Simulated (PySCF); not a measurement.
## Electronic structure of C5H10BFSi (SMILES B[SiH2]/C=C/C(=C)CF) in real space

Input file:

```
{"job": {"kind": "nmr", "xc": "PBE0", "basis": "pcSseg-1"}, "charge": 0, "multiplicity": 1}
B     -2.872461    -0.960782     1.907775
Si    -1.669026     0.581648     1.914614
C     -0.169076     0.124374     0.857564
C      0.053239     0.593100    -0.371773
C      1.162647     0.244079    -1.245261
C      1.277377     0.774908    -2.463415
C      2.196137    -0.730934    -0.746237
F      1.642210    -1.966426    -0.482740
H     -3.774815    -1.035112     1.166671
H     -2.702380    -1.871034     2.622702
H     -1.108654     0.975415     3.223739
H     -2.191771     1.841622     1.351154
H      0.516993    -0.599831     1.277249
H     -0.640206     1.308001    -0.796473
H      0.560030     1.487004    -2.833808
H      2.087966     0.521991    -3.125189
H      2.977641    -0.895746    -1.494196
H      2.645388    -0.385960     0.192642
```

Command:

```sh
OMP_NUM_THREADS=1 python probes_run.py task.json out
```

Geometry: GFN2-xTB.

Method: PBE0/pcSseg-1, SCF density, gas phase, non-relativistic in PySCF 2.14.0.

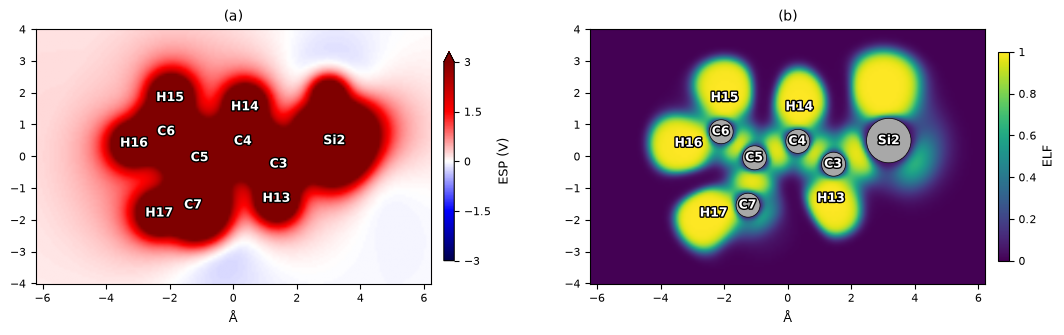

Figure 1. (a) electrostatic potential; (b) electron localisation function on the plane of atoms C3, C4 and H14. Grey discs cover the atomic cores in the ELF map.

What does the map show?

Answer. The section cuts through Si, C and H sites.
C–C (1.33 Å): the ELF peaks at about 0.95 between the atoms; a multiple bond.
C–Si (1.89 Å): the ELF peaks at about 0.95 between the atoms (a shared electron pair).
C–H (1.08 Å): the ELF climbs to about 1 towards the hydrogen, as it does in any bond to H; a covalent bond by its length.
C–C (1.45 Å): the ELF peaks at about 0.95 between the atoms, as expected for a covalent bond.
C–C (1.51 Å): the ELF peaks at about 0.95 between the atoms, as expected for a covalent bond.
The potential has no marked negative region in this plane.

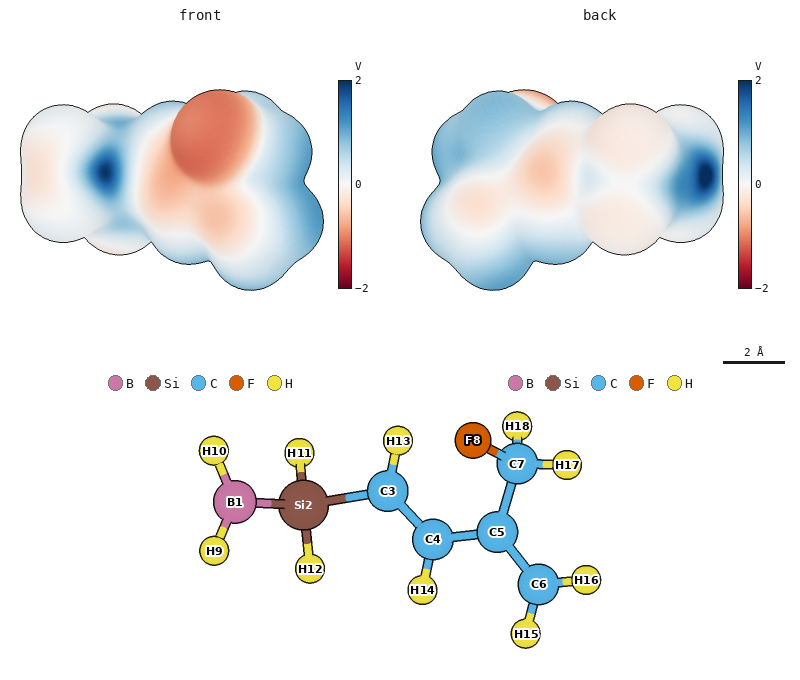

Figure 2. The molecular electrostatic potential painted on the density surface at 0.002 e/bohr³, seen from the front and from behind; the colour scale runs from red (negative) to blue (positive). The bare structure is drawn below in the same view.

Which sites attract a positive test charge, and which a negative one?

Answer. A positive charge is drawn to the negative regions and a negative charge to the positive ones. The most negative region (about −1.1 V) lies over F8, the most positive (about +1.9 V) over B1.
